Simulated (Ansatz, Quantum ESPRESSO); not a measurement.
# Predicting the next point of a tunnelling series: vacuum gaps between two Pb(100) faces

Method. Quantum ESPRESSO 7.5 (pw.x, pwcond.x), PBE, GBRV ultrasoft; geometry as built. T is the transmission per spin at the Fermi level, averaged over the mesh across the current, in a cell of 12.65 Å². The series steps the width of the vacuum gap.

```tsv
width (Å)	T
5	0.175
6	0.0337
7	0.00608
8	0.00107
```

**Question.** What is T at 9 Å?

**Fit.** In the tunnelling regime ln T falls linearly. The last two rows give a slope of ln(0.00608/0.00107)/(8 − 7) = 1.737 per Å, so T(9) ≈ 0.00107 × exp(−1.737 × 1) = 0.000188.

**The withheld run.** T = 0.000162; the estimate is 1.16 times that. The slope over the last interval is 1.886: steeper than before. Points of the mesh with over 2.5 times the mean carry 62 % of this T, so the value leans on the mesh. A second code, Ansatz 0.2.0, gives 0.000147.

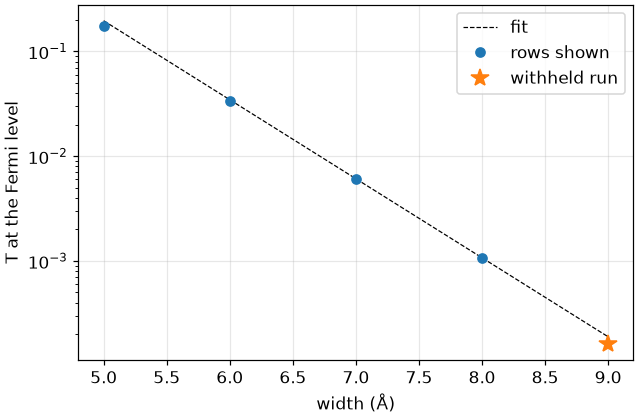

The rows shown, the fit and the withheld run.

**Limits.** Short leads, unrelaxed atoms, a barrier without the image potential and an untested mesh.

[Logs are printed without paths, hosts, clocks, repeated set-up lines and the standing remarks that a program may print on its own settings, such as how far it seeks lower states.]
